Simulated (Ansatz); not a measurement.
# Ti (Im-3m, 1 atom in the cell): phonons and vibrational spectra

Wanted: phonon frequencies of Ti (Im-3m, 1 atom in the cell) and what follows from them.

Main program and level: Ansatz 0.2.0; DFT PBEsol, scalar-relativistic, plane waves, PAW.

This is not the structure that Ti takes at ambient pressure and room temperature (hexagonal, No. 194); it is a model or a phase of other conditions.

## 1. Starting point

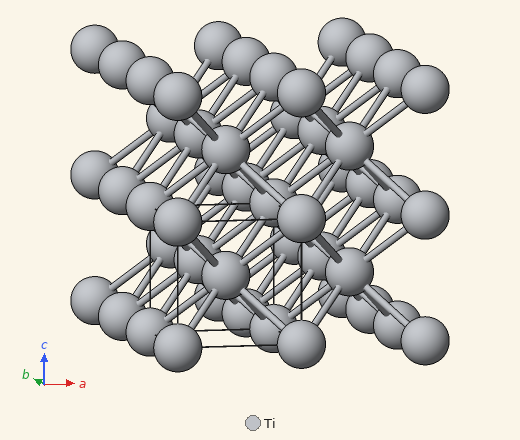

The cell as given, slightly off an axis (titanium light grey). 2×3×2 cells are drawn. This picture shows the conventional cell, with its axes. Some periodic images of atoms are drawn too.

As a file:

```cif
data_structure
_symmetry_space_group_name_H-M 'Im-3m'
_symmetry_Int_Tables_number 229
_cell_length_a 3.2820
_cell_length_b 3.2820
_cell_length_c 3.2820
_cell_angle_alpha 90.000
_cell_angle_beta 90.000
_cell_angle_gamma 90.000
_cell_volume 35.35
loop_
_atom_site_label
_atom_site_type_symbol
_atom_site_symmetry_multiplicity
_atom_site_Wyckoff_symbol
_atom_site_fract_x
_atom_site_fract_y
_atom_site_fract_z
_atom_site_occupancy
Ti1 Ti 2 a 0.00000 0.00000 0.00000 1
```

## 2. Bringing the structure to rest

Harmonic phonons are second derivatives at a point where the forces vanish, and they are wanted at zero stress, so atoms and cell are relaxed first.

The input, input.yaml:

```yaml
crystal:
  lattice:
    - [-1.641, 1.641, 1.641]
    - [1.641, -1.641, 1.641]
    - [1.641, 1.641, -1.641]
  atoms:
    - { symbol: Ti, position: [0.0, 0.0, 0.0] }
kpoints:
  mp_grid: { grid: [18, 18, 18] }
hamiltonian:
  xc: pbesol
scf:
  occupations: { method: gaussian, width: 0.1 }
output:
  forces: true
  stress: true
  eigenvalues: true
  write_density: true
  write_potential: true
  elf: true
  volumetric_format: npy
relax:
  adjacent_minimum: "off"
  f_tol: 0.005
  max_steps: 80
  cell: { stress_tol: 0.05 }
```

On the command line:

```bash
ansatz run input.yaml --threads 4 --pin off --max-ram 7168MiB --backend cpu --events-out ev --progress --plain --runs-dir out
```

Numbers of over 12 decimals in the logs are rounded to 6 here.

Output:

```text
Engine: ansatz 0.2.0, aarch64-unknown-linux-gnu
Pseudopotentials: kind: paw
Pseudopotential: Ti, paw, valence charge 12, recommended cutoff 420 eV (normal), Ti.paw.azcp
Functional definition: PBEsol
  exchange = pbesol_x
  correlation = pbesol_c
Crystal: 1 atoms, lattice volume = 17.676 Å³
Basis set: ecut = 420 eV, 369 PW (Γ), exchange–correlation on 40×40×40 points (8 copies of the dense FFT grid, shifted against one another)
Bands: 10, of which v1, the nominal top of the filled ones, is band 6 counted from 1 (5 counted from 0)
Symmetry: 48 space group operations
Space group: Im-3m (ITA 229), of the structure as read, at distance tolerance 2.6e-5 Å
k-points: 195 of 5832
Non-local potential: Ti, projectors of the file, l = 0: 3, l = 1: 2, l = 2: 3, l = 3: 1
PAW form: soft (Blöchl's): semilocal exchange-correlation on the pseudo side does not see the compensation charge
PAW frozen core: Ti, regenerated for the run's functional, and the local potential with it (the file was generated under x = pbe(κ = 0.804, μ = 0.219515), c = pbe(β = 0.066725))
PAW one-centre angular grid: Ti, 590 points (default); XC on 64 Gauss nodes
Initial density: superposition of atomic densities (neutral atoms: chi_scale 0, normalization atom), corrected by the library's trained network
Initial wavefunctions: pseudopotential atomic-orbital guess
Functional: x = pbesol(κ = 0.804, μ = 0.123457), c = pbesol(β = 0.046)
SCF iter   1: F=—  HF=-2473.773917 eV  |F-HF|=—  |Δ(HF+E_count)|=         —  Δρ=4.92e-3  dr2=2.50e-3  ethr=1.77e-3  ⟨swp⟩=4.4  Hψ=10350  notcnv=0
preconditioner: auto → none  [metal: Δε(μ)=0.013 eV  Ē_g=4.088 eV  σ=0.100 eV  W_gap=0.07  n_scr=0 (ndim 8)  ℏωp=17.7 eV  f_vac=0.000  D(μ)=2.24/eV (n_scr^D=42)]
SCF iter   2: F=—  HF=-2473.772948 eV  |F-HF|=—  |Δ(HF+E_count)|=   9.68e-4  Δρ=1.45e-3  dr2=3.52e-4  ethr=2.08e-5  ⟨swp⟩=3.0  Hψ=5248  notcnv=0  defer=20
SCF iter   3: F=—  HF=-2473.772884 eV  |F-HF|=—  |Δ(HF+E_count)|=   6.41e-5  Δρ=7.91e-4  dr2=4.84e-5  ethr=2.93e-6  ⟨swp⟩=2.2  Hψ=2561  notcnv=0  defer=20
SCF iter   4: F=—  HF=-2473.772885 eV  |F-HF|=—  |Δ(HF+E_count)|=   1.29e-6  Δρ=1.42e-4  dr2=1.61e-6  ethr=4.03e-7  ⟨swp⟩=1.0  Hψ=1930  notcnv=0  defer=20
iter 5 did not close the SCF: its close was put off for the readings that it lacked (scf_convergence_deferred on its scf_iter line)
SCF iter   5: F=-2473.772886 eV  HF=-2473.772886 eV  |F-HF|=4.86e-10  |Δ(HF+E_count)|=   1.67e-7  Δρ=1.08e-5  dr2=8.32e-9  ethr=1.34e-8  ⟨swp⟩=1.0  Hψ=1930  notcnv=0  defer=20
SCF iter   6: F=-2473.772886 eV  HF=-2473.772886 eV  |F-HF|=1.18e-11  |Δ(HF+E_count)|=  8.34e-10  Δρ=6.38e-7  dr2=1.93e-11  ethr=6.94e-11  ⟨swp⟩=4.1  Hψ=8782  notcnv=0
SCF 1 converged in 6 iterations: F = -2473.772886 eV  dr2 = 1.93e-11
  greatest PAW one-centre occupation: 0.999 electrons in one spin orbital (limit 2), on the Ti atom at site 0 (counted from 0), in its partial waves of l = 0
relax step   1: F+E_penalty+E_count = -2473.77288552 eV  Δ(F+E_penalty+E_count) = +0.000e0 eV  max|allowed force component| = 0.000e0 eV/Å  Δτ_max = 0.0000 Å  P = -6.740 GPa  Ω = 17.676 Å³  (6 SCF iters, dr2 threshold 1.00e-7 eV, accepted)
Crystal: 1 atoms, lattice volume = 15.575 Å³
Basis set: ecut = 420 eV, 321 PW (Γ), exchange–correlation on 40×40×40 points (8 copies of the dense FFT grid, shifted against one another)
Initial density: handed on by an earlier stage of this run
Initial wavefunctions: those handed on with the density
iter 1 solved again at ethr=1.24e-5 eV; its pass at ethr=3.10e-3 eV (dr2=1.49e-3 eV) is discarded
SCF iter   1: F=—  HF=-2473.775765 eV  |F-HF|=—  |Δ(HF+E_count)|=         —  Δρ=3.05e-3  dr2=1.51e-3  ethr=1.24e-5  ⟨swp⟩=1.0  Hψ=13919  notcnv=0
preconditioner: auto → none  [metal: Δε(μ)=0.010 eV  Ē_g=4.639 eV  σ=0.100 eV  W_gap=0.05  n_scr=0 (ndim 8)  ℏωp=18.8 eV  f_vac=0.000  D(μ)=2.10/eV (n_scr^D=42)]
SCF iter   2: F=—  HF=-2473.776171 eV  |F-HF|=—  |Δ(HF+E_count)|=   4.06e-4  Δρ=1.67e-3  dr2=2.21e-4  ethr=1.24e-5  ⟨swp⟩=2.1  Hψ=2869  notcnv=0
SCF iter   3: F=—  HF=-2473.776380 eV  |F-HF|=—  |Δ(HF+E_count)|=   2.10e-4  Δρ=4.55e-4  dr2=8.89e-6  ethr=1.84e-6  ⟨swp⟩=2.1  Hψ=2846  notcnv=0
SCF iter   4: F=—  HF=-2473.776502 eV  |F-HF|=—  |Δ(HF+E_count)|=   1.22e-4  Δρ=7.66e-5  dr2=6.09e-7  ethr=7.41e-8  ⟨swp⟩=2.0  Hψ=3148  notcnv=0
SCF iter   5: F=-2473.776504 eV  HF=-2473.776504 eV  |F-HF|=1.54e-9  |Δ(HF+E_count)|=   1.30e-6  Δρ=5.05e-6  dr2=2.28e-9  ethr=8.33e-10  ⟨swp⟩=7.5  Hψ=11717  notcnv=0
SCF 2 converged in 5 iterations: F = -2473.776504 eV  dr2 = 2.28e-9
relax step   2: F+E_penalty+E_count = -2473.77650359 eV  Δ(F+E_penalty+E_count) = -3.618e-3 eV  max|allowed force component| = 0.000e0 eV/Å  Δτ_max = 0.0000 Å  P = +7.474 GPa  Ω = 15.575 Å³  energy of the carried Pulay correction = +1.268e-4 eV  (5 SCF iters, dr2 threshold 1.00e-7 eV, accepted)
Crystal: 1 atoms, lattice volume = 16.613 Å³
iter 1 solved again at ethr=2.36e-6 eV; its pass at ethr=3.10e-3 eV (dr2=2.83e-4 eV) is discarded
SCF iter   1: F=—  HF=-2473.797634 eV  |F-HF|=—  |Δ(HF+E_count)|=         —  Δρ=1.34e-3  dr2=3.03e-4  ethr=2.36e-6  ⟨swp⟩=1.7  Hψ=13322  notcnv=0
preconditioner: auto → none  [metal: Δε(μ)=0.009 eV  Ē_g=4.318 eV  σ=0.100 eV  W_gap=0.05  n_scr=0 (ndim 8)  ℏωp=18.2 eV  f_vac=0.000  D(μ)=2.21/eV (n_scr^D=42)]
SCF iter   2: F=—  HF=-2473.797816 eV  |F-HF|=—  |Δ(HF+E_count)|=   1.82e-4  Δρ=8.56e-4  dr2=6.47e-5  ethr=2.36e-6  ⟨swp⟩=2.2  Hψ=2891  notcnv=0
SCF iter   3: F=—  HF=-2473.797882 eV  |F-HF|=—  |Δ(HF+E_count)|=   6.56e-5  Δρ=2.01e-4  dr2=2.05e-6  ethr=5.39e-7  ⟨swp⟩=2.0  Hψ=2830  notcnv=0
SCF iter   4: F=—  HF=-2473.797909 eV  |F-HF|=—  |Δ(HF+E_count)|=   2.74e-5  Δρ=1.01e-4  dr2=4.88e-7  ethr=1.71e-8  ⟨swp⟩=2.1  Hψ=3127  notcnv=0
SCF iter   5: F=—  HF=-2473.797914 eV  |F-HF|=—  |Δ(HF+E_count)|=   4.48e-6  Δρ=2.03e-5  dr2=1.97e-8  ethr=8.33e-10  ⟨swp⟩=4.8  Hψ=9985  notcnv=0
SCF iter   6: F=-2473.797914 eV  HF=-2473.797914 eV  |F-HF|=1.57e-9  |Δ(HF+E_count)|=   1.74e-7  Δρ=2.04e-6  dr2=2.00e-10  ethr=1.64e-10  ⟨swp⟩=6.9  Hψ=10953  notcnv=0
SCF 3 converged in 6 iterations: F = -2473.797914 eV  dr2 = 2.00e-10
relax step   3: F+E_penalty+E_count = -2473.79791388 eV  Δ(F+E_penalty+E_count) = -2.141e-2 eV  max|allowed force component| = 0.000e0 eV/Å  Δτ_max = 0.0000 Å  P = -0.501 GPa  Ω = 16.613 Å³  energy of the carried Pulay correction = +6.220e-5 eV  (6 SCF iters, dr2 threshold 1.00e-7 eV, accepted)
[...]
relax step   4: F+E_penalty+E_count = -2473.79803398 eV  Δ(F+E_penalty+E_count) = -1.201e-4 eV  max|allowed force component| = 0.000e0 eV/Å  Δτ_max = 0.0000 Å  P = -0.017 GPa  Ω = 16.542 Å³  energy of the carried Pulay correction = +6.652e-5 eV  (4 SCF iters, dr2 threshold 1.00e-7 eV, accepted)
Initial wavefunctions: pseudopotential atomic-orbital guess (no wavefunctions were taken with the density)
iter 1 solved again at ethr=5.09e-8 eV; its pass at ethr=3.10e-3 eV (dr2=6.11e-6 eV) is discarded
SCF iter   1: F=—  HF=-2473.797955 eV  |F-HF|=—  |Δ(HF+E_count)|=         —  Δρ=4.81e-5  dr2=5.29e-8  ethr=5.09e-8  ⟨swp⟩=2.0  Hψ=14588  notcnv=0
preconditioner: auto → none  [metal: Δε(μ)=0.002 eV  Ē_g=4.347 eV  σ=0.100 eV  W_gap=0.01  n_scr=0 (ndim 8)  ℏωp=18.3 eV  f_vac=0.000  D(μ)=2.19/eV (n_scr^D=42)]
SCF iter   2: F=—  HF=-2473.797956 eV  |F-HF|=—  |Δ(HF+E_count)|=   6.06e-7  Δρ=2.32e-5  dr2=1.29e-8  ethr=4.41e-10  ⟨swp⟩=2.3  Hψ=2907  notcnv=0
SCF iter   3: F=—  HF=-2473.797956 eV  |F-HF|=—  |Δ(HF+E_count)|=   7.52e-9  Δρ=7.26e-6  dr2=3.94e-9  ethr=1.07e-10  ⟨swp⟩=1.8  Hψ=2283  notcnv=0
SCF iter   4: F=—  HF=-2473.797956 eV  |F-HF|=—  |Δ(HF+E_count)|=  3.84e-10  Δρ=1.28e-6  dr2=7.93e-11  ethr=3.28e-11  ⟨swp⟩=2.2  Hψ=2897  notcnv=0
SCF iter   5: F=-2473.797956 eV  HF=-2473.797956 eV  |F-HF|=4.55e-13  |Δ(HF+E_count)|=  4.18e-11  Δρ=6.38e-8  dr2=7.23e-13  ethr=1.00e-12  ⟨swp⟩=4.6  Hψ=6518  notcnv=0
SCF 5 converged in 5 iterations: F = -2473.797956 eV  dr2 = 7.23e-13
relax step   5: F+E_penalty+E_count = -2473.79795564 eV  Δ(F+E_penalty+E_count) = +7.834e-5 eV  max|allowed force component| = 0.000e0 eV/Å  Δτ_max = 0.0000 Å  P = -0.009 GPa  Ω = 16.542 Å³  stress off target by 8.79e-3 GPa  SCF on the basis re-selected at this cell (its energy is not comparable with the rows above)  (5 SCF iters)
basis re-selected at this cell: Δ(F+E_penalty+E_count) = +7.834e-5 eV, ΔP = +0.008 GPa vs the last step (what re-selecting the basis moved, of the pressure what is left beyond the Pulay correction that the steps carried, after the strain that the cell walked since its last selection, with what the two solves' SCF thresholds leave and, on support functions, any second-order correction that the steps lacked; it is no measure of the basis error at this ecutwfc). This SCF's stress stands 8.79e-3 GPa from its target on what of the cell is left free (relax.cell.stress_tol is 5.00e-2 GPa) and its largest allowed force component is 0.00e0 eV/Å (relax.f_tol is 5.00e-3 eV/Å): [rest of the remark cut]
SCF converged after 5 iterations
Free energy (F): -2473.797956 eV
Harris-Foulkes:  -2473.797956 eV  (|F-HF|=4.55e-13)
Internal energy: -2473.786986 eV  (E = F + TS)
E sigma→0 (E₀):  -2473.792471 eV
Entropy (-TS):   -0.010970 eV (-10.970 meV/atom)
Fermi energy:    13.766523 eV
--- Per-component energies (eV) ---
  E_band       = -147.013473
  E_kinetic    = 273.648717
  E_local      = -786.971814  (includes V_loc(G=0)·N_el)
  E_nonlocal   = 9.802644
  E_hartree    = 324.730710
  E_xc         = -96.980848
  E_vxc        = -121.883640  (∫ρ·V_xc dr)
  E_paw        = -1022.831436  (= ΣΔE_a)
  E_vpaw       = -171.070949  (= ΣTr[D̂ρ^β])
  E_aug_tail   = 0.000120  (compensation charges beyond the density's cutoff)
  E_ewald      = -1175.324462
  E_core_change = 0.139384  (= ΣΔE_core)
  E_smearing   = -0.010970  (= −TS)
  E_closure    = 0.000000  (closes the sum)
  Σ components = -2473.797956   (vs F -2473.797956, Δ=0.00e0)
--- Forces (eV/Å), atoms counted from 1 ---
  atom   1  Ti    -0.00000000     0.00000000     0.00000000
  max |Σ_I F_I| component: 1.31e-31 eV/Å
--- Stress (GPa, compression-positive) ---
       -0.008786      -0.000000       0.000000
        0.000000      -0.008786      -0.000000
       -0.000000       0.000000      -0.008786
  P = ⅓ Tr σ = -0.0088 GPa (-0.088 kbar)
--- Band table (eV; the first three rows and the last of 195) ---
  k-point 0: bands = ["-42.3900", "-18.2950", "-18.2950", "-18.2950", "7.7418", "14.7999", "14.7999", "14.7999", "16.6879", "16.6879"]
  k-point 1: bands = ["-42.3851", "-18.3204", "-18.3027", "-18.2952", "7.8527", "14.7473", "14.7859", "14.8827", "16.6246", "16.6909"]
  k-point 2: bands = ["-42.3710", "-18.3931", "-18.3249", "-18.2957", "8.1769", "14.5992", "14.7248", "15.1265", "16.4804", "16.7020"]
  k-point 194: bands = ["-42.1115", "-18.8418", "-18.8418", "-18.8418", "11.4901", "11.4901", "17.9673", "17.9673", "17.9673", "22.5111"]
--- Relaxed structure (4 steps of the walk, 4 accepted, 1 SCFs on fresh bases) ---
  F+E_penalty+E_count = -2473.79795564 eV   max|allowed force component| = 0.000e0 eV/Å   (the final SCF, on the basis selected at the relaxed cell)
  cell:  # Å, volume = 16.5417 Å³
    - [-1.605116, 1.605116, 1.605116]
    - [1.605116, -1.605116, 1.605116]
    - [1.605116, 1.605116, -1.605116]
  atoms:
    - { symbol: Ti, position: [0.0, 0.0, 0.0] }
```

Wall time 4.2 s (4 threads of Arm Neoverse V1, shared host); peak memory 0.34 GiB.

Relaxation path:

```tsv
step	energy less that of the first step (eV)	largest force component (eV/Å)	pressure (GPa)	volume (Å³)
1	0.0000	0.0000	-6.74	17.68
2	-0.0036	0.0000	7.47	15.57
3	-0.0250	0.0000	-0.50	16.61
4	-0.0251	0.0000	-0.02	16.54
5*	-0.0251	0.0000	-0.01	16.54
```

Relaxation steps marked * repeat the geometry before them on a plane-wave basis chosen anew for their cell, so energy and pressure can jump there.

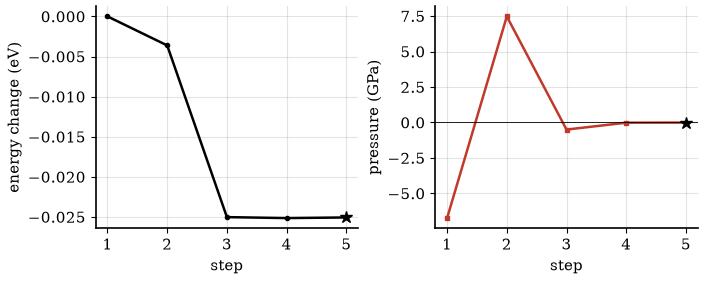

Energy and pressure along the relaxation. Stars mark steps on a basis chosen anew.

```tsv
conventional cell, symmetrised	before	after	change
a (Å)	3.282	3.210	-2.2 %
b (Å)	3.282	3.210	-2.2 %
c (Å)	3.282	3.210	-2.2 %
volume (Å³/atom)	17.68	16.54	-6.4 %
```

The relaxed structure:

```
Ti
1.0
    -1.60512    1.60512    1.60512
     1.60512   -1.60512    1.60512
     1.60512    1.60512   -1.60512
Ti
1
Cartesian
  0.0000 0.0000 0.0000
```

This step gave:

```
pressure          : -0.008786 GPa
volume per atom   : 16.54 Å³
gap on the k-mesh : 0 eV
```

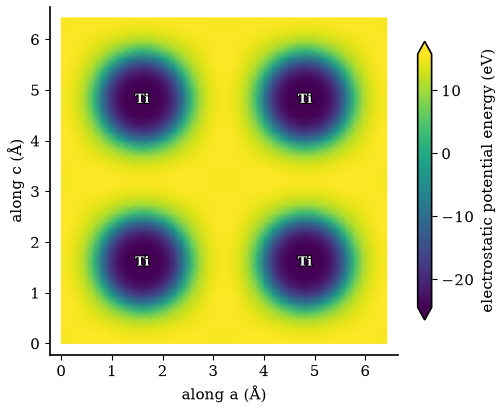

Electrostatic potential energy in the ac plane of the conventional cell at fractional y = 0.000, with atoms of Ti within 0.2 Å of it. With pseudopotentials it is smooth inside the atoms' cores, unlike the true potential. The map starts off the cell's origin, so that atoms lie inside it.

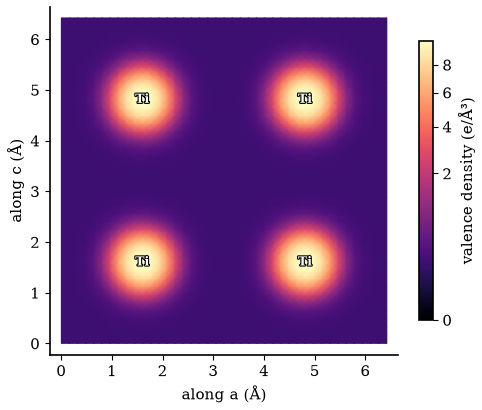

Valence density in the ac plane of the conventional cell at fractional y = 0.000, with atoms of Ti within 0.2 Å of it. It is the smooth field of the valence electrons, not physical close to the nuclei. The map starts off the cell's origin, so that atoms lie inside it. The colour scale is stretched toward low values.

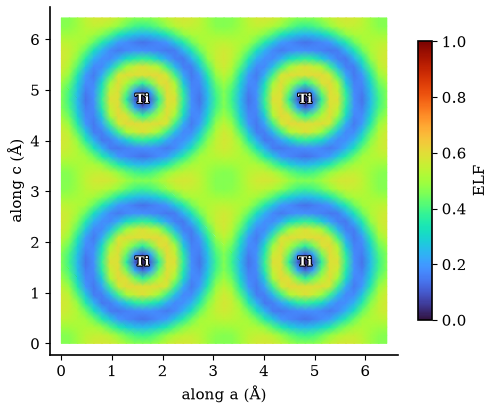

ELF in the ac plane of the conventional cell at fractional y = 0.000, with atoms of Ti within 0.2 Å of it. It is the smooth field of the valence electrons, not physical close to the nuclei. The map starts off the cell's origin, so that atoms lie inside it.

In this step the volume went from 17.68 to 16.54 Å³/atom.

## 3. Relaxing to small forces for the phonons

Phonons need a cell at rest on their own settings, so the relaxation is repeated with tight tolerances on forces and stress on the k mesh and occupations of the first response run.

The input, input.yaml:

```yaml
crystal:
  lattice:
    - [-1.6051160627, 1.6051160627, 1.6051160627]
    - [1.6051160627, -1.6051160627, 1.6051160627]
    - [1.6051160627, 1.6051160627, -1.6051160627]
  atoms:
    - { symbol: Ti, position: [0.0, 0.0, 0.0] }
kpoints:
  mp_grid: { grid: [20, 20, 20] }
hamiltonian:
  xc: pbesol
scf:
  occupations: { method: methfessel_paxton, width: 0.15 }
output:
  forces: true
  stress: true
  eigenvalues: true
relax:
  adjacent_minimum: "off"
  f_tol: 0.001
  max_steps: 60
  cell: { stress_tol: 0.01 }
```

Output:

```text
[...]
Crystal: 1 atoms, lattice volume = 16.542 Å³
Basis set: ecut = 420 eV, 321 PW (Γ), exchange–correlation on 40×40×40 points (8 copies of the dense FFT grid, shifted against one another)
Bands: 10, of which v1, the nominal top of the filled ones, is band 6 counted from 1 (5 counted from 0)
Symmetry: 48 space group operations
[...]
k-points: 256 of 8000
[...]
0.000000       0.000000      -0.000795
  P = ⅓ Tr σ = -0.0008 GPa (-0.008 kbar)
--- Band table (eV; the first three rows and the last of 256) ---
[...]
--- Relaxed structure (3 steps of the walk, 3 accepted, 1 SCFs on fresh bases) ---
[...]
cell:  # Å, volume = 16.5181 Å³
    - [-1.604353, 1.604353, 1.604353]
    - [1.604353, -1.604353, 1.604353]
    - [1.604353, 1.604353, -1.604353]
  atoms:
    - { symbol: Ti, position: [0.0, 0.0, 0.0] }
[key lines of the parts left out:]
SCF converged after 5 iterations
Free energy (F): -2473.792375 eV
Fermi energy:    13.790058 eV
```

Elapsed: 3.1 s, on 4 threads; peak memory 0.35 GiB.

Little changed from the start: no atom moved by 0.005 Å and no cell edge by 0.1 %.

Numbers from this step:

- pressure: -7.95e-4 GPa
- volume per atom: 16.52 Å³

The forces vanish by symmetry and the pressure is -0.001 GPa, within the tolerances set. The cell now holds 16.52 Å³/atom.

(Continued in part 2 of 2.)

[Logs are printed without paths, hosts, clocks, repeated set-up lines and the standing remarks that a program may print on its own settings, such as how far it seeks lower states.]

[Hosts, paths, dates, database ids (printed as entryN), source tags and the programs' standing remarks are cut or masked in the printed files.]
